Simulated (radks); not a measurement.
Atomic calculation, with input and output: Ne

System: a free Ne atom in the configuration [He] 2s2 2p6.
Method: Dirac Kohn-Sham, BLYP, spin-unpolarised, spherical densities, finite nucleus (the in-house radial solver radks).

**Summary**

| quantity | value |
| --- | --- |
| outcome | converged |
| total energy | −129.120344 hartree |
| kinetic energy | 129.132128 hartree |
| electron–nucleus energy | −311.668893 hartree |
| Hartree energy | 65.916270 hartree |
| exchange–correlation energy | −12.499849 hartree |
| radius at density 0.001 e/bohr³ | 2.99 bohr |
| SCF iterations | 17 |
| hardware | 1 CPU thread, shared host |

**The input**
```
Z 10
configuration [Ne] 3s0 3p0
relativity Dirac
functional b88,lyp
spin unpolarised
j_filling energy
nucleus finite rms 3.0055 fm
c 137.035999084
```

Energies in input and log are in hartree, lengths in bohr (the nuclear radius in fm).

**Log**
```
1s1/2   1   2.0000         -30.56555756
2s1/2   1   2.0000          -1.33342116
2p1/2   1   2.0000          -0.49338048
2p3/2   1   4.0000          -0.48955065
3s1/2   1   0.0000          -0.01291311
3p1/2   1   0.0000           0.00057506
3p3/2   1   0.0000           0.00057510
Etot -129.12034357397485
Ekin 129.13212830833697
Encl -311.66889285953255
Eh 65.91627030622163
Exc -12.499849329000913
err 1.4166205435516076e-09
it 17
```

**Orbitals**

```tsv
orbital	occupation	energy (eV)	⟨r⟩ (bohr)	outer maximum (bohr)
1s	2	−831.731	0.1579	0.103
2s	2	−36.284	0.8976	0.680
2p1/2	2	−13.426	0.9808	0.618
2p3/2	4	−13.321	0.9840	0.619
```

**Slater integrals of the outer shells (hartree)**

```csv
integral,value
"F0(2p3/2,2p3/2)",0.9588
"F2(2p3/2,2p3/2)",0.4185
"F0(2p3/2,2p1/2)",0.9603
"F2(2p3/2,2p1/2)",0.4191
"G0(2p3/2,2p1/2)",0.9598
"G2(2p3/2,2p1/2)",0.4189
"F0(2p3/2,2s1/2)",0.9840
"G1(2p3/2,2s1/2)",0.5884
"F0(2p3/2,1s1/2)",1.4178
"G1(2p3/2,1s1/2)",0.1522
"F0(2p1/2,2p1/2)",0.9618
"F2(2p1/2,2p1/2)",0.4197
"F0(2p1/2,2s1/2)",0.9856
"G1(2p1/2,2s1/2)",0.5891
"F0(2p1/2,1s1/2)",1.4223
"G1(2p1/2,1s1/2)",0.1531
"F0(2s1/2,2s1/2)",1.0174
"F0(2s1/2,1s1/2)",1.4572
"G0(2s1/2,1s1/2)",0.1054
"F0(1s1/2,1s1/2)",5.9652
```

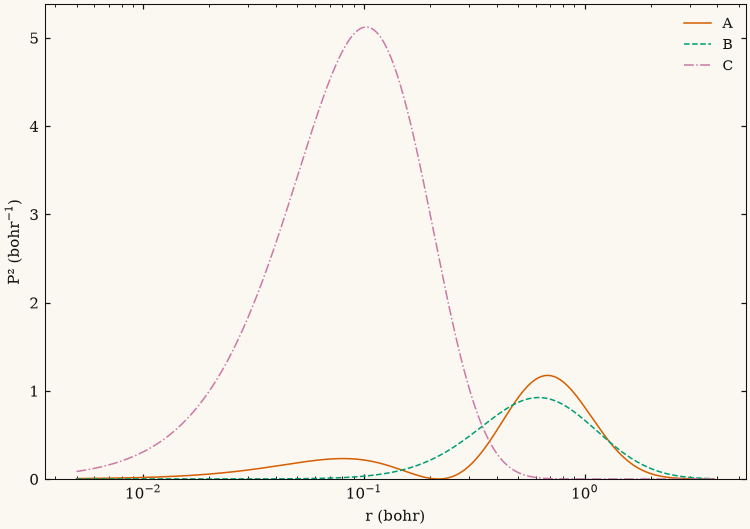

Fig. 1: The radial probability densities P² (large components) of 1s, 2p3/2 and 2s. A is 2s; B is 2p3/2; C is 1s. 1s: outer maximum at 0.103 bohr, ⟨r⟩ = 0.158 bohr, 0 nodes, eigenvalue −831.7 eV; 2s: outer maximum at 0.680 bohr, ⟨r⟩ = 0.898 bohr, 1 node, eigenvalue −36.3 eV; 2p3/2: outer maximum at 0.619 bohr, ⟨r⟩ = 0.984 bohr, 0 nodes, eigenvalue −13.3 eV.

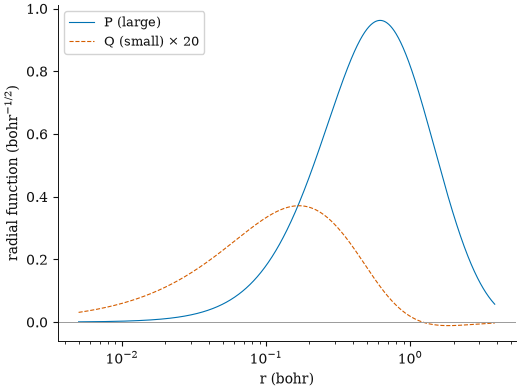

Fig. 2: The large and small radial components of the 2p1/2 spinor. The spinor has κ = 1: the large component has l = 1 and 0 radial nodes, the small one has l = 0. The small component carries 0.012 % of the norm; ⟨r⟩ = 0.981 bohr and the eigenvalue is −13.4 eV.

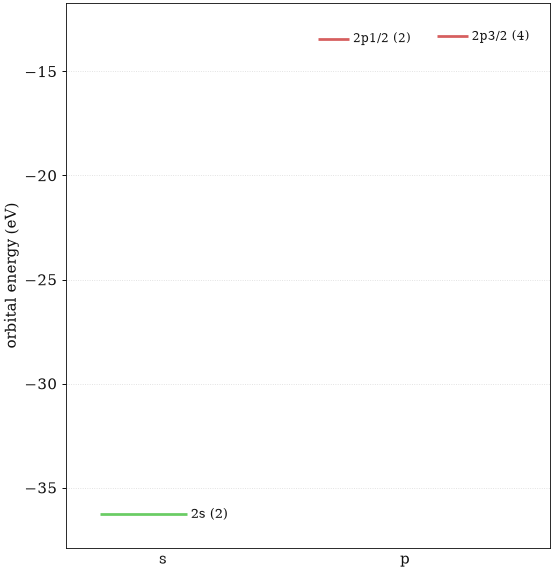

Fig. 3: The outer levels are drawn (occupations in brackets, the lower j at the left of each column). The highest occupied level is 2p3/2 at −13.3 eV. From the top down the occupied levels run 2p3/2 (−13.3 eV), 2p1/2 (−13.4 eV), 2s (−36.3 eV). Spin-orbit splittings: 2p 0.104 eV.

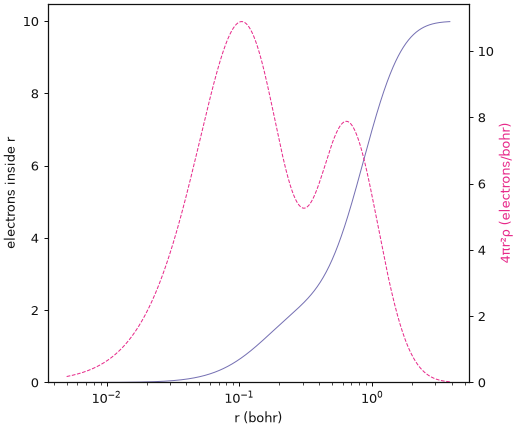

Fig. 4: The number of electrons inside radius r (solid) and the radial density 4πr²ρ (dashed). The count levels off at 10 electrons. Half of them lie within 0.708 bohr, 90 % within 1.56 bohr and 99 % within 2.71 bohr. The radial density has a minimum at 0.308 bohr, where the count stands at 2.2; this parts the shells that the density resolves.
